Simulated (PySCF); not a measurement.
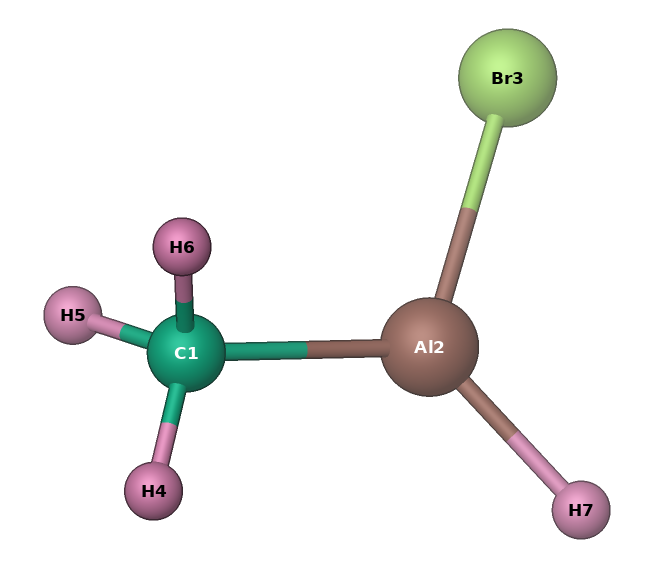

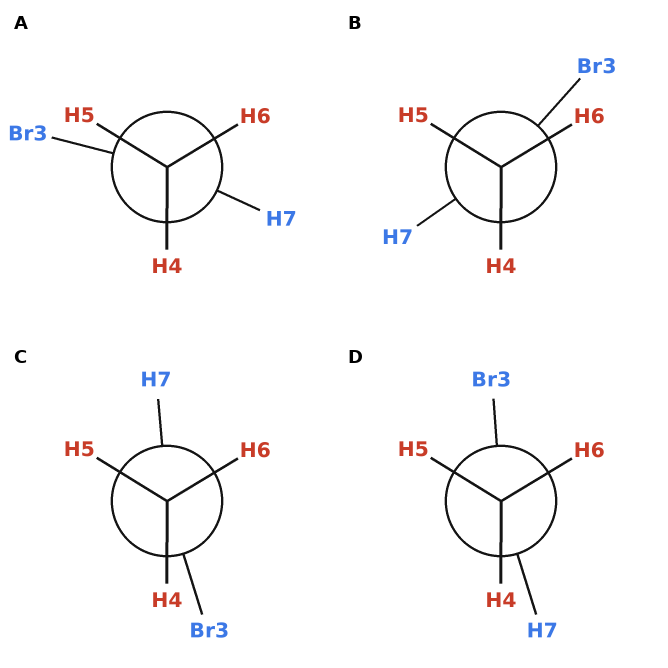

Atoms fade into the background with distance from the viewer. Bonds that would overlap in a projection are set slightly apart. Computed geometry: PBE0-D3(BJ)/def2-SVP optimisation. No frequency run is at hand to confirm it as a minimum.

> Which Newman projection shows the view along C1–Al2, with C1 in front?

D. The torsion angle H4–C1–Al2–Br3 is 176°, antiperiplanar (anti).
